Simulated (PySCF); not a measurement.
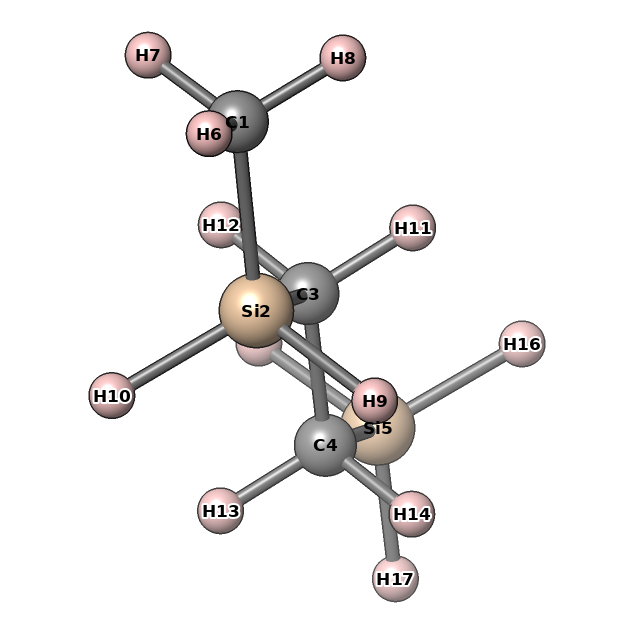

C3 lies behind Si2. The molecule seen a little off the Si2–C3 bond, Si2 in front. Atoms fade into the background with distance from the viewer. The computed structure is the end point of a PBE0-D3(BJ)/def2-SVP optimisation. No frequency run is at hand to confirm it as a minimum.

**What is the torsion angle C1–Si2–C3–C4? The sign is positive where the front bond must turn clockwise to cover the back bond.**

180°, antiperiplanar (anti). The bonds about Si2–C3 are staggered.
